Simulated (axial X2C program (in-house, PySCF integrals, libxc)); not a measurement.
YK: relativistic diatomic calculation

- system: YK, single determinant with Ω = 1.
- method: r2SCAN0, two-component X2C with atomic mean-field Coulomb and Gaunt terms, Y dyall-v3z, K dyall-v3z (cores contracted) (axial X2C program (in-house, PySCF integrals, libxc))

### Log
```
two-component X2C + atomic mean field  r2SCAN0
basis functions 219  fitting functions 733  grid points 5810
iter        total energy     max residual
   1      -3985.724896246     5.80e-02
   2      -3985.727755239     1.08e-03
   3      -3985.727925265     1.06e-03
   4      -3985.727983402     6.47e-04
   5      -3985.728016137     3.09e-04
   6      -3985.728045956     2.40e-04
   7      -3985.728062596     1.05e-04
   8      -3985.728067258     7.57e-05
   9      -3985.728068753     2.59e-05
  10      -3985.728068944     9.08e-06
  11      -3985.728068964     5.21e-06
  12      -3985.728068967     3.68e-06
  13      -3985.728068969     2.39e-06
converged
one-electron -5688.07711102  Coulomb 1754.12246311  exact exchange -35.30556114  xc functional -108.65770559  nuclear repulsion 93.76382432  atomic mean-field constant -1.57397864
```

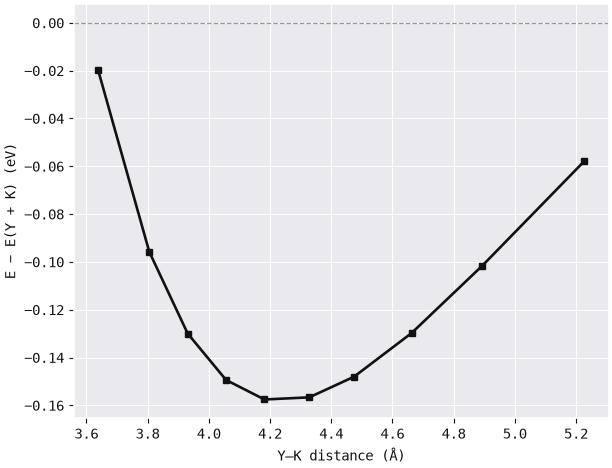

Fig. 1: Energy at 10 bond lengths, for one set of occupations held fixed; the line joins the points. A polynomial of degree 6 through 9 points gives rₑ = 4.239 Å, ωₑ = 67.68 cm⁻¹, ωₑxₑ = 0.50 cm⁻¹ and Bₑ = 0.03462 cm⁻¹. The minimum lies 0.16 eV below Y + K, each computed as one determinant at the same level.

### The input
```
{"zs": [39, 19], "q": 0, "bas": ["dyall-v3z", "dyall-v3z"], "levels": ["PBE0", "HF", "r2SCAN0", "LDA"], "cc": false, "r0": 3.59, "npts": 10, "nst": 2, "ntry": 6, "opt": {"auxb": 3.0}}
```

The line is the task of a batch: nuclear charges, charge, bases, the levels to run, a first guess of the distance and further settings. This report covers r2SCAN0 with spin-orbit coupling. The log is that of the reference distance 4.182 Å.

The run was one of a batch that the task file lists, launched with:
```bash
python <driver script> task.json out
```

### Outcome

- outcome: converged
- bond length rₑ: 4.239 Å
- ωₑ: 67.68 cm⁻¹
- energy at the minimum: −3985.72810 hartree
- depth below the fragments: 0.16 eV
- hardware: 1 CPU thread, shared host
- wall time: 25 s

### What is odd here

The input is odd on purpose: sparse fitting set (auxb = 3.0). The program ran to the end. Its numbers are those of the input as typed; this run alone doesn't show how far the oddity moves them.
